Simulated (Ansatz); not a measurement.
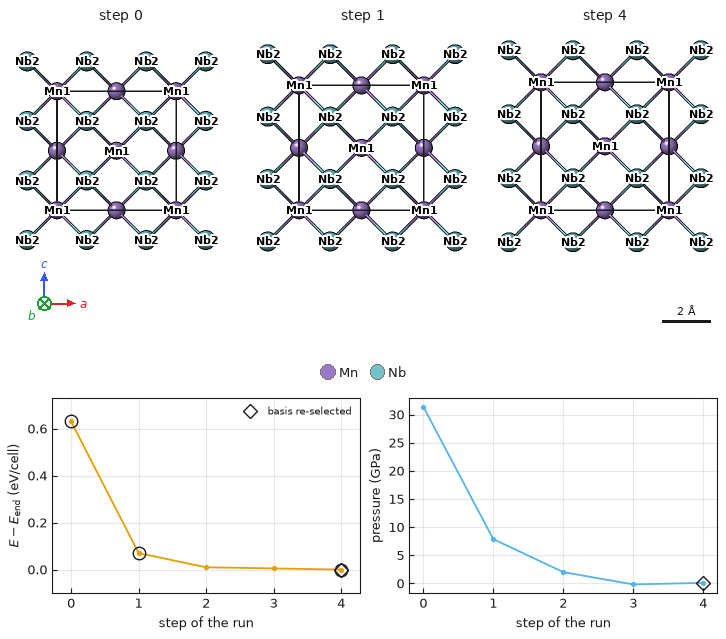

Frames of a relaxation of solid MnNb (built on the zinc blende_216 type) (coarse preliminary run), marked on the history of the run. Style: ball-and-stick. Shown: the conventional cell (4 times the calculation's cell), along the b axis. Lengths and directions refer to the drawn axes.

Case: zinc blende type (F-43m, No. 216).

The calculation used DFT PBE, scalar-relativistic, plane waves, PAW (Ansatz). Settings: plane-wave cutoff 420 eV; k-point mesh 6 × 6 × 6; occupations gaussian; smearing width 0.1 eV; no spin polarisation; cell and atoms relaxed; force threshold 0.04 eV/Å; at most 70 steps.

Question: What happens along the run?

Answer: No atom moves by more than 0.005 Å relative to the cell. Cell: a = b = c 5.054 → 5.432 Å (+7.5 %). Volume +24.2 %. Among the contacts that change: Mn1–Nb2 2.188 → 2.352 Å. The space group stays F-43m (No. 216). After 3 accepted moves (4 points after the start) the energy has fallen by 0.631 eV per cell of the calculation. All forces vanish by symmetry, so only the cell relaxes. Pressure: 31.41 GPa at the start and 0.11 GPa at the end. The SCF was repeated once at an unchanged geometry on a basis and grid sized afresh for the cell, which shifted the energy by 5.2 meV per cell of the calculation at most. From step 0 to 1: volume +15.3 %, energy −0.560 eV per cell of the calculation. From step 1 to 4: volume +7.7 %, energy −70.4 meV per cell of the calculation.
